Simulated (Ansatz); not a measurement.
## ZnS, response to strain

Base system: ZnS in the wurtzite structure (space group P6_3mc, No. 186; a = 3.807 Å, c = 6.246 Å). Axes: x lies along a and z along c of the hexagonal cell.

Strains are applied to the cell and any free atomic positions relax; under biaxial strain the out-of-plane vector relaxes too.

All numbers come from r2SCAN, PAW, 500 eV (Ansatz, an electronic-structure program; no spin-orbit coupling), earlier PAW set.

Notes on the quantities. pressure: mean of the normal stresses, compression positive.

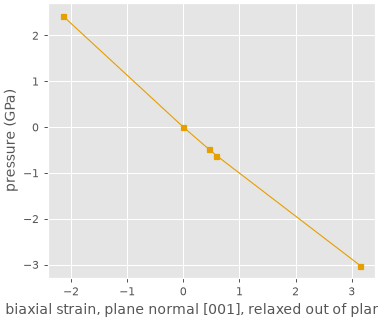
Figure: Pressure against biaxial strain, plane normal [001], relaxed out of plane

| biaxial strain, plane normal [001], relaxed out of plane (%) | pressure |
|---|---|
| -2.15 | 24.3 kbar |
| 0.45 | -4.8 kbar |
| 0.59 | -6.2 kbar |
| 3.15 | -30.2 kbar |

Stability against distortions was not tested.
